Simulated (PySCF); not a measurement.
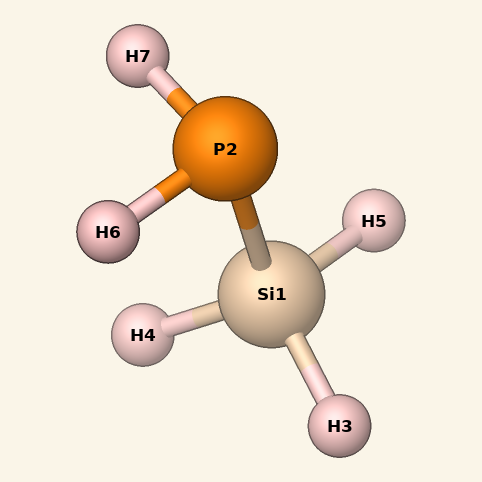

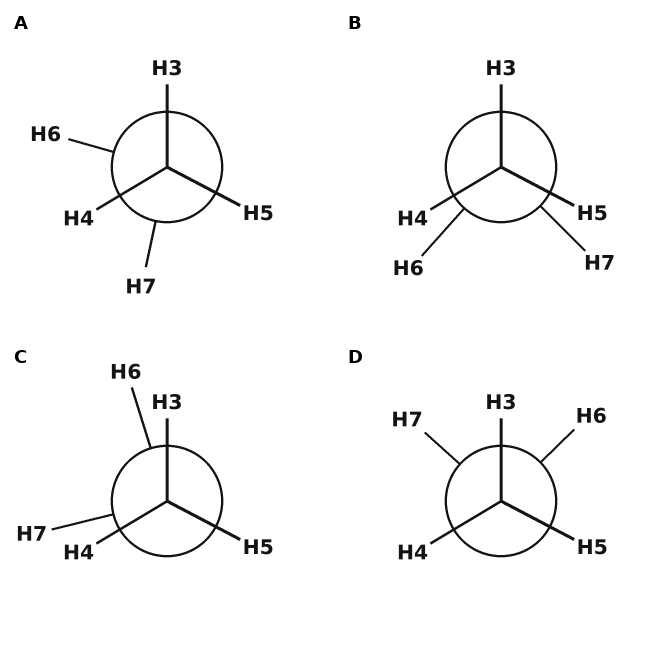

Atoms fade into the background with distance from the viewer. Bonds that would overlap in a projection are set slightly apart. The computed structure is the end point of a PBE0-D3(BJ)/def2-SVP optimisation. No frequency run is at hand to confirm it as a minimum.

Which Newman projection shows the view along Si1–P2, with Si1 in front?

A. The torsion angle H3–Si1–P2–H6 is −74°, synclinal (gauche).
